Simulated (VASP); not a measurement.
Band structure of CsPbBr3 (cubic perovskite). Level of theory: AM05 GGA, VASP's PBE PAW potentials (set 64) (plane waves; VASP).

Unless said otherwise, spin-orbit coupling is left out, though it shifts the bands of the heavy elements here.

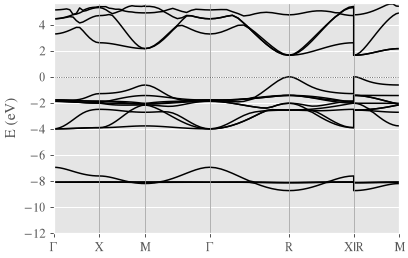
Figure. Bands along high-symmetry lines, zero at the valence-band maximum or, without a gap, the Fermi level

Read the plot: is there a gap, and where are the band edges?

The gap is direct, 1.64 eV, from the valence maximum at R to the conduction minimum at R. (Edges off the drawn lines would not show.)

The compound is CsPbBr3 in the cubic perovskite structure, the ideal cubic form; the compound distorts at low or room temperature. It was relaxed first.
